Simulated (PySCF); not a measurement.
The calculation's input:

```
{"job": {"kind": "nmr", "xc": "PBE0", "basis": "pcSseg-1"}, "charge": 0, "multiplicity": 1}
C      1.413922    -0.249905     0.394532
C      0.151437    -0.033583     0.033412
C     -1.125611     0.691134     0.172990
C     -1.021503    -0.255669    -0.731535
F     -1.605128    -0.927362    -1.676047
H      2.008318    -1.017531    -0.102948
H      1.875208     0.334851     1.191593
H     -1.687327     1.461985     0.693792
```

Launched as:

```sh
OMP_NUM_THREADS=1 python probes_run.py task.json out
```

Geometry: PBE0-D3(BJ)/def2-SVP.

Computed with PySCF, PBE0/pcSseg-1, SCF density, gas phase, non-relativistic.

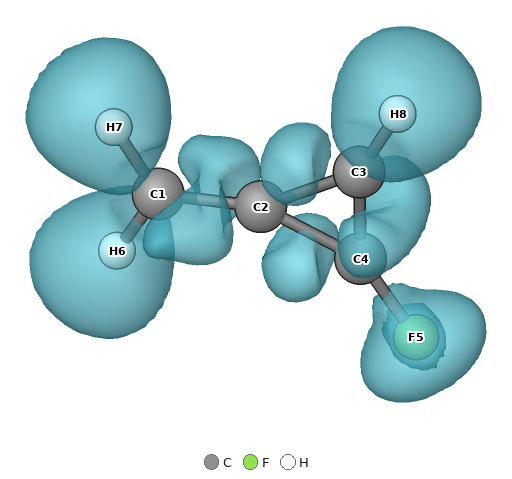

C4H3F. Isosurface of the ELF at 0.75 (cyan), seen at an oblique angle. Only the valence region is drawn (cores and ρ < 0.01 e/Å³ removed).

Q: Where are the electrons localised?

A: The ELF exceeds this value in four regions between bonded C–C atoms (shared pairs), three regions around hydrogen nuclei and one region on F in which the atom's valence shell and bonds are merged.

Values along the shortest contacts:
C–F (1.30 Å): the ELF peaks at about 0.85 between the atoms: a polar covalent bond. C–C (1.31 Å): the ELF peaks at about 0.80 between the atoms: a short, multiple covalent bond.
